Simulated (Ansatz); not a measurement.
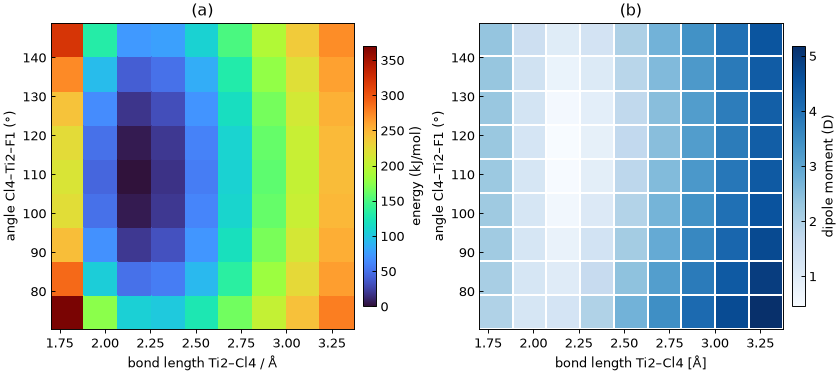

BrClF₂Ti, SMILES [F][Ti]([F])([Cl])[Br]. Coordinates scanned: (1) bond length Ti2–Cl4; (2) angle Cl4–Ti2–F1. Nothing is relaxed (all other coordinates rigid). The grid has 9 × 9 points. Points are written as (first, second). Energies: kJ/mol, counted from the lowest grid point. The reference is spin-restricted, which grows unreliable where a bond is stretched far. Level of theory: Ansatz, RKS PBE-D4/def2-TZVP.

Panel (a) is the energy and panel (b) the computed dipole moment on the same grid.

In the figure: one coloured cell a grid point.

How does the dipole moment vary over the map, and what is it at the lowest grid point?

Leaving out the highest fifth of the energies, it runs from 0.45 D at (2.165 Å, 118.4°) to 4.42 D at (3.094 Å, 83.4°). At the lowest grid point, (2.165 Å, 109.6°), it is 0.47 D.

```csv
"angle Cl4–Ti2–F1 ↓, bond length Ti2–Cl4 →",1.793,1.979,2.165,2.351,2.537,2.722,2.908,3.094,3.280
144.6,2.33,1.48,1.01,1.33,2.02,2.73,3.39,3.99,4.50
135.9,2.31,1.38,0.76,1.08,1.82,2.56,3.25,3.85,4.38
127.1,2.29,1.32,0.56,0.92,1.72,2.48,3.18,3.79,4.33
118.4,2.27,1.27,0.45,0.87,1.70,2.48,3.19,3.81,4.34
109.6,2.25,1.25,0.47,0.95,1.78,2.56,3.26,3.88,4.42
100.9,2.22,1.23,0.60,1.12,1.93,2.70,3.40,4.02,4.55
92.1,2.17,1.23,0.80,1.35,2.14,2.90,3.59,4.20,4.72
83.4,2.10,1.23,1.03,1.63,2.41,3.15,3.83,4.42,4.93
74.6,1.97,1.24,1.30,1.97,2.74,3.46,4.12,4.69,5.19
```
